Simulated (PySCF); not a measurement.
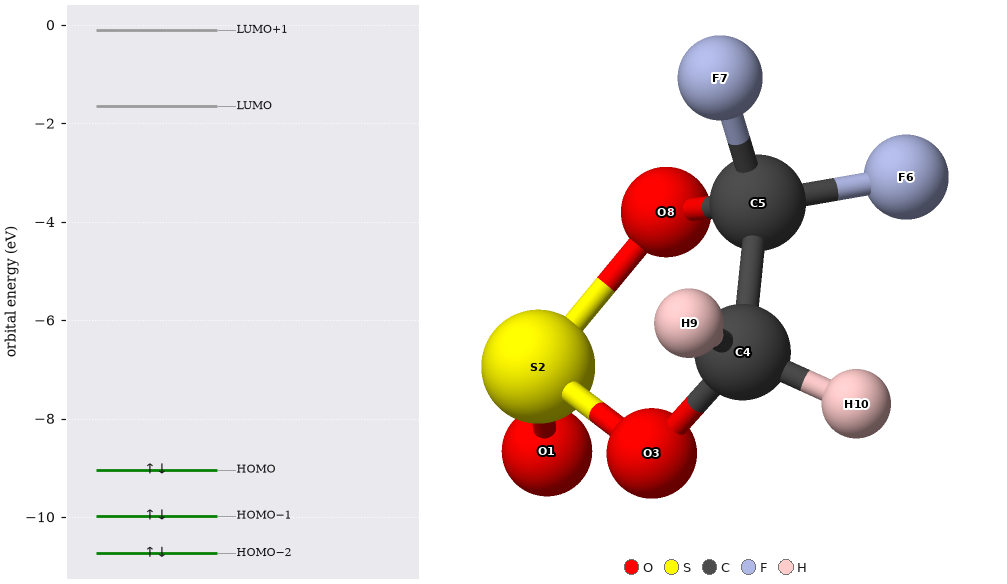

C₂H₂F₂O₃S, SMILES O=[S@]1OCC(F)(F)O1. Kohn-Sham orbital energies near the frontier, PBE0/def2-SVPD, PySCF 2.14.0, at a GFN2-xTB geometry (no frequency check), isolated molecule; empty levels in grey, levels within 0.03 eV side by side.

Q: Where do the frontier orbitals lie?

A: HOMO at −9.04 eV, LUMO at −1.66 eV, 7.39 eV apart.

Q: On which atoms do HOMO and LUMO mostly sit?

A: HOMO: S2 29 %, O1 27 %, O3 21 %. LUMO: S2 48 %, O1 22 %, O8 13 % (Löwdin shares).

Q: List the levels with the atoms that carry most of them (a dash for levels above zero or within 0.03 eV of another, where shares mean little).

A:
| orbital | energy (eV) | Löwdin shares |
| --- | --- | --- |
| LUMO+1 | −0.11 | S2 52 %, O3 16 %, O1 13 % |
| LUMO | −1.66 | S2 48 %, O1 22 %, O8 13 % |
| HOMO | −9.04 | S2 29 %, O1 27 %, O3 21 % |
| HOMO−1 | −9.98 | O3 42 %, O1 18 %, C4 14 % |
| HOMO−2 | −10.74 | O8 55 %, O1 17 %, F7 14 % |

Note: the tight-binding geometry is rougher than a DFT one and adds to the error; one conformer of a flexible molecule; empty levels above zero depend strongly on the basis.
